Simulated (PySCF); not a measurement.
# C₄H₁₂Cl₂Si₂: NMR shifts at several levels of theory, part 2 of 2

PySCF 2.14.0. Atoms count from 0.

### Step 6. Nuclear shieldings: PBE0/6-31G

The job: settings as JSON, then the geometry in Å.

```
{"job": {"kind": "nmr", "xc": "PBE0", "basis": "6-31G", "pop": true}, "charge": 0, "multiplicity": 1}
C      1.817946     1.417265    -0.437887
Si     1.169316    -0.327698    -0.209024
C      2.008481    -1.190844     1.221682
Cl     1.599603    -1.399728    -1.961773
Si    -1.167048    -0.427956    -0.042951
C     -1.957931    -0.215624    -1.724536
C     -1.871575     0.766717     1.218457
Cl    -1.588932    -2.371524     0.629257
H      1.348525     1.910572    -1.302116
H      2.907133     1.403370    -0.601542
H      1.612712     2.020693     0.461328
H      1.619771    -2.214429     1.327037
H      3.098091    -1.238046     1.070595
H      1.809463    -0.649452     2.160854
H     -1.793752     0.808876    -2.096127
H     -3.041932    -0.402418    -1.679682
H     -1.505571    -0.916708    -2.441480
H     -1.423316     0.608971     2.210917
H     -1.677344     1.806840     0.910188
H     -2.960767     0.631271     1.309696
```

Method: GIAO PBE0/6-31G NMR shielding, non-relativistic, gas phase.

Standard output:

```text
coarse grid: 18280 points
cycle   1  E = -1658.2246018525  dE =  5.047e-01  |g| = 6.184e-01  |ddm| = 3.925e+00
cycle   2  E = -1658.2102690706  dE =  1.433e-02  |g| = 6.578e-01  |ddm| = 1.656e+00
cycle   3  E = -1658.3382534007  dE = -1.280e-01  |g| = 1.778e-02  |ddm| = 8.406e-01
cycle   4  E = -1658.3383655036  dE = -1.121e-04  |g| = 7.378e-03  |ddm| = 5.650e-02
cycle   5  E = -1658.3383864125  dE = -2.091e-05  |g| = 1.080e-03  |ddm| = 1.639e-02
cycle   6  E = -1658.3383866944  dE = -2.818e-07  |g| = 5.173e-04  |ddm| = 2.384e-03
final grid: 156640 points
cycle   7  E = -1658.2484799751  dE = -1.035e-05  |g| = 8.065e-03  |ddm| = 2.176e-02
cycle   8  E = -1658.2484752077  dE =  4.767e-06  |g| = 9.181e-03  |ddm| = 1.578e-02
cycle   9  E = -1658.2484975857  dE = -2.238e-05  |g| = 4.291e-04  |ddm| = 8.386e-03
cycle  10  E = -1658.2484976467  dE = -6.092e-08  |g| = 7.406e-05  |ddm| = 9.090e-04
cycle  11  E = -1658.2484976481  dE = -1.452e-09  |g| = 3.236e-05  |ddm| = 1.702e-04
cycle  12  E = -1658.2484976485  dE = -3.697e-10  |g| = 3.594e-06  |ddm| = 6.282e-05
converged SCF energy = -1658.2484976485

GIAO shielding tensors (ppm)
atom      isotropic    diamagn.    paramagn.     s11        s22        s33       span
  0 C      197.175     255.074     -57.899    186.082    199.544    205.899     19.817
  1 Si     387.078     879.036    -491.958    346.324    371.581    443.330     97.007
  2 C      198.109     255.029     -56.920    187.370    199.994    206.963     19.593
  3 Cl    1019.898    1149.448    -129.551    991.125   1019.081   1049.486     58.361
  4 Si     386.502     878.990    -492.489    346.657    369.737    443.112     96.455
  5 C      198.026     255.129     -57.102    187.090    199.817    207.173     20.083
  6 C      197.264     255.078     -57.814    185.961    199.725    206.105     20.143
  7 Cl    1020.770    1149.401    -128.632    992.322   1021.160   1048.827     56.505
  8 H       32.293      31.315       0.979     27.287     30.673     38.919     11.632
  9 H       32.024      30.340       1.684     27.016     29.301     39.755     12.739
 10 H       32.662      31.533       1.128     27.603     30.407     39.975     12.372
 11 H       31.662      30.518       1.145     25.986     31.130     37.870     11.884
 12 H       32.140      30.111       2.029     27.032     29.338     40.049     13.017
 13 H       32.635      31.141       1.494     27.592     30.209     40.104     12.513
 14 H       32.654      31.183       1.471     27.640     30.192     40.129     12.490
 15 H       32.155      30.140       2.015     27.018     29.343     40.103     13.085
 16 H       31.592      30.565       1.027     25.782     31.356     37.638     11.856
 17 H       32.294      31.282       1.012     27.339     30.612     38.931     11.593
 18 H       32.672      31.536       1.135     27.558     30.476     39.981     12.423
 19 H       32.022      30.311       1.711     27.003     29.307     39.756     12.753
```

Wall time 22 s (1 thread, shared host).

This run: δ C0 1.9, Si1 58.0, Cl3 -89, H8 0.38 ppm (means over like atoms).

### Step 7. NMR shieldings: PBE0/6-31G*

The job, as its differences from that of step 6:

```diff
@@ -1,2 +1,2 @@
-{"job": {"kind": "nmr", "xc": "PBE0", "basis": "6-31G", "pop": true}, "charge": 0, "multiplicity": 1}
+{"job": {"kind": "nmr", "xc": "PBE0", "basis": "6-31G*", "pop": true}, "charge": 0, "multiplicity": 1}
 C      1.817946     1.417265    -0.437887
```

Method: GIAO PBE0/6-31G* NMR shielding, non-relativistic, gas phase.

Standard output:

```text
coarse grid: 18280 points
cycle   1  E = -1658.3622854902  dE =  3.677e-01  |g| = 6.156e-01  |ddm| = 3.802e+00
cycle   2  E = -1658.3502605301  dE =  1.202e-02  |g| = 6.464e-01  |ddm| = 1.311e+00
cycle   3  E = -1658.4655725038  dE = -1.153e-01  |g| = 4.043e-02  |ddm| = 6.851e-01
cycle   4  E = -1658.4660720917  dE = -4.996e-04  |g| = 1.208e-02  |ddm| = 8.199e-02
cycle   5  E = -1658.4661182318  dE = -4.614e-05  |g| = 2.097e-03  |ddm| = 2.068e-02
cycle   6  E = -1658.4661194208  dE = -1.189e-06  |g| = 6.654e-04  |ddm| = 3.692e-03
final grid: 156640 points
cycle   7  E = -1658.3758182848  dE = -1.918e-05  |g| = 9.287e-03  |ddm| = 2.233e-02
cycle   8  E = -1658.3758115393  dE =  6.745e-06  |g| = 1.069e-02  |ddm| = 1.777e-02
cycle   9  E = -1658.3758414926  dE = -2.995e-05  |g| = 4.545e-04  |ddm| = 9.506e-03
cycle  10  E = -1658.3758415581  dE = -6.554e-08  |g| = 9.698e-05  |ddm| = 9.160e-04
cycle  11  E = -1658.3758415605  dE = -2.398e-09  |g| = 4.126e-05  |ddm| = 1.681e-04
cycle  12  E = -1658.3758415610  dE = -5.148e-10  |g| = 6.079e-06  |ddm| = 5.818e-05
converged SCF energy = -1658.3758415610

GIAO shielding tensors (ppm)
atom      isotropic    diamagn.    paramagn.     s11        s22        s33       span
  0 C      191.651     253.183     -61.532    181.764    193.984    199.205     17.441
  1 Si     374.732     880.439    -505.708    339.808    367.967    416.420     76.612
  2 C      192.411     253.000     -60.589    183.159    194.157    199.918     16.760
  3 Cl     984.154    1149.508    -165.354    940.729    990.833   1020.901     80.172
  4 Si     374.235     880.386    -506.151    340.015    366.146    416.544     76.529
  5 C      192.300     253.107     -60.808    182.896    193.933    200.069     17.173
  6 C      191.719     253.165     -61.447    181.612    194.102    199.442     17.830
  7 Cl     985.283    1149.439    -164.156    942.558    989.561   1023.730     81.172
  8 H       31.658      31.193       0.465     27.382     30.210     37.382     10.000
  9 H       31.442      29.458       1.985     27.122     29.069     38.137     11.015
 10 H       32.059      31.485       0.574     27.789     29.963     38.425     10.636
 11 H       31.094      30.267       0.827     26.235     30.652     36.395     10.160
 12 H       31.544      29.147       2.397     27.129     29.085     38.420     11.291
 13 H       32.012      31.058       0.954     27.807     29.761     38.469     10.662
 14 H       32.032      31.115       0.917     27.859     29.747     38.490     10.630
 15 H       31.559      29.176       2.383     27.115     29.093     38.469     11.354
 16 H       31.029      30.369       0.661     26.048     30.838     36.201     10.152
 17 H       31.653      31.141       0.511     27.422     30.153     37.382      9.960
 18 H       32.067      31.494       0.573     27.751     30.018     38.433     10.682
 19 H       31.439      29.421       2.018     27.106     29.072     38.138     11.032
```

It took 27 s on 1 thread, shared host.

In short: δ C0 2.1, Si1 43.6, Cl3 -55, H8 0.33 ppm (means over like atoms).

### Step 8. Shielding tensors: PBE0/6-311+G(2d,p)

The job, as its differences from that of step 7:

```diff
@@ -1,2 +1,2 @@
-{"job": {"kind": "nmr", "xc": "PBE0", "basis": "6-31G*", "pop": true}, "charge": 0, "multiplicity": 1}
+{"job": {"kind": "nmr", "xc": "PBE0", "basis": "6-311+G(2d,p)", "pop": true}, "charge": 0, "multiplicity": 1}
 C      1.817946     1.417265    -0.437887
```

With the program's defaults for keys left out, this is: GIAO PBE0/6-311+G(2d,p) NMR shielding, non-relativistic, gas phase.

Standard output:

```text
coarse grid: 18280 points
cycle   1  E = -1658.4353041422  dE =  2.925e-01  |g| = 6.451e-01  |ddm| = 3.873e+00
cycle   2  E = -1658.4176607433  dE =  1.764e-02  |g| = 6.892e-01  |ddm| = 1.325e+00
cycle   3  E = -1658.5341513571  dE = -1.165e-01  |g| = 5.131e-02  |ddm| = 7.250e-01
cycle   4  E = -1658.5346659557  dE = -5.146e-04  |g| = 3.019e-02  |ddm| = 1.802e-01
cycle   5  E = -1658.5349348848  dE = -2.689e-04  |g| = 4.141e-03  |ddm| = 7.295e-02
cycle   6  E = -1658.5349382560  dE = -3.371e-06  |g| = 1.969e-03  |ddm| = 9.054e-03
final grid: 156640 points
cycle   7  E = -1658.5501965854  dE = -5.883e-05  |g| = 1.007e-02  |ddm| = 6.393e-02
cycle   8  E = -1658.5501854853  dE =  1.110e-05  |g| = 1.207e-02  |ddm| = 1.744e-02
cycle   9  E = -1658.5502223259  dE = -3.684e-05  |g| = 6.282e-04  |ddm| = 1.013e-02
cycle  10  E = -1658.5502224179  dE = -9.195e-08  |g| = 1.947e-04  |ddm| = 1.365e-03
cycle  11  E = -1658.5502224273  dE = -9.447e-09  |g| = 5.964e-05  |ddm| = 3.768e-04
cycle  12  E = -1658.5502224283  dE = -9.377e-10  |g| = 9.480e-06  |ddm| = 1.124e-04
converged SCF energy = -1658.5502224283

GIAO shielding tensors (ppm)
atom      isotropic    diamagn.    paramagn.     s11        s22        s33       span
  0 C      183.498     251.367     -67.869    172.999    185.654    191.841     18.843
  1 Si     319.009     881.647    -562.638    281.574    323.275    352.178     70.604
  2 C      184.178     250.498     -66.320    174.716    185.602    192.215     17.499
  3 Cl     941.582    1149.162    -207.580    888.056    935.099   1001.591    113.535
  4 Si     318.695     881.649    -562.953    281.953    321.630    352.503     70.550
  5 C      184.032     250.676     -66.644    174.485    185.270    192.341     17.856
  6 C      183.564     251.397     -67.834    172.808    185.800    192.084     19.276
  7 Cl     943.132    1149.093    -205.961    889.945    934.429   1005.023    115.078
  8 H       31.038      31.844      -0.806     27.156     29.449     36.508      9.352
  9 H       30.864      30.681       0.183     26.941     28.506     37.146     10.205
 10 H       31.399      32.076      -0.677     27.341     29.133     37.725     10.384
 11 H       30.534      30.916      -0.382     26.031     30.010     35.563      9.532
 12 H       30.961      30.089       0.872     26.974     28.504     37.405     10.431
 13 H       31.392      31.470      -0.078     27.459     28.899     37.818     10.359
 14 H       31.409      31.556      -0.147     27.496     28.897     37.836     10.340
 15 H       30.973      30.126       0.847     26.958     28.518     37.443     10.485
 16 H       30.461      31.055      -0.593     25.825     30.170     35.389      9.565
 17 H       31.031      31.768      -0.737     27.198     29.386     36.508      9.310
 18 H       31.405      32.091      -0.686     27.301     29.182     37.732     10.431
 19 H       30.856      30.662       0.194     26.920     28.510     37.140     10.220
```

Wall time 1.7 min (1 thread, shared host).

Key values: δ C0 2.6, Si1 25.6, Cl3 6, H8 0.48 ppm (means over like atoms).

### Step 9. Side by side: NMR shifts

Shifts (ppm), means over like atoms, with basis size and wall time:

| run | C0 | H8 | Si1 | Cl3 | functions | time |
| --- | --- | --- | --- | --- | --- | --- |
| KT3/pcSseg-1 | 2.7 | 0.45 | 27.8 | -16 | 224 | 58 s |
| KT2/pcSseg-1 | 3.2 | 0.47 | 30.4 | 2 | 224 | 62 s |
| PBE0/STO-3G | 1.6 | 0.52 | 27.8 | -156 | 68 | 12 s |
| PBE0/6-31G | 1.9 | 0.38 | 58.0 | -89 | 112 | 22 s |
| PBE0/6-31G* | 2.1 | 0.33 | 43.6 | -55 | 152 | 27 s |
| PBE0/6-311+G(2d,p) | 2.6 | 0.48 | 25.6 | 6 | 320 | 1.7 min |
| measured | – | – | 17.4 | – | – | – |

Measured: solution; U. Herzog, Habilitationsschrift, TU Bergakademie Freiberg, 2002/2003.

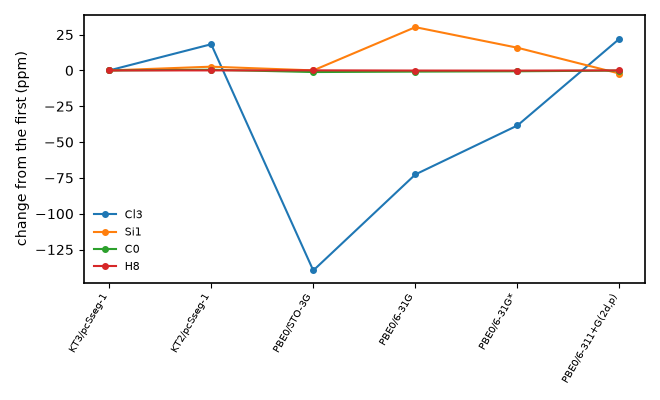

How the tabulated atoms move from run to run.

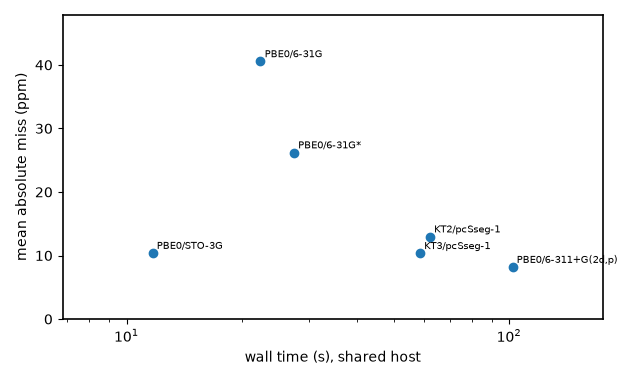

Cost against miss for the one measured ²⁹Si shift.

### Step 10. Outcome

The summary covers parts 1 to 2.

| quantity | value |
| --- | --- |
| rotational constants (main isotopes) | 1.16, 0.69, 0.66 GHz |
| ¹³C shifts against TMS (KT3/pcSseg-1, means over atoms taken as alike) | 2.7 ppm |
| ¹H shifts against TMS (KT3/pcSseg-1, means over atoms taken as alike) | 0.45 ppm |
| ²⁹Si shifts against TMS (KT3/pcSseg-1, means over atoms taken as alike) | 27.8 ppm |
| ³⁵Cl shifts against HCl (KT3/pcSseg-1, means over atoms taken as alike) | -16 ppm |
| measured, and computed on the same scale | Si1 δ 17.4, 27.8 ppm |
| range of the shift of Cl3 | -156 to 6 ppm |
| property runs in this session | 6, of which 0 failed and 1 gave unsound results |

What this shows: Single values in the summary come from the first run of each kind that ended normally (KT3/pcSseg-1), which need not be the best level. Relaxing lowered the energy by 0.189 eV in 7 steps; the close pair that moved most is Si4–Cl7, from 2.048 to 2.099 Å. At KT3/pcSseg-1: The largest span, 98 ppm, is at Cl3, Cl7, where the paramagnetic term is -201 ppm. The one measured ²⁹Si shift is missed by +10.4 ppm (computed less measured, unscaled). Vibration, temperature and solvent are missing from the calculation, and it holds one conformer, so part of the miss against the measured shifts is not the functional's. Across the 6 runs the shift of Cl3 (with its like atoms) moves most, between -156 (PBE0/STO-3G) and 6 ppm (PBE0/6-311+G(2d,p)). A minimal basis is unusable for shieldings, so that end is no result. For the one measured ²⁹Si shift, PBE0/6-311+G(2d,p) misses least (8.2 ppm, 1.7 min) and PBE0/6-31G most (40.6 ppm, 22 s); the quickest, PBE0/STO-3G, misses by 10.4 ppm in 12 s. One molecule ranks no method: errors cancel, and vibration and temperature are missing from all runs.
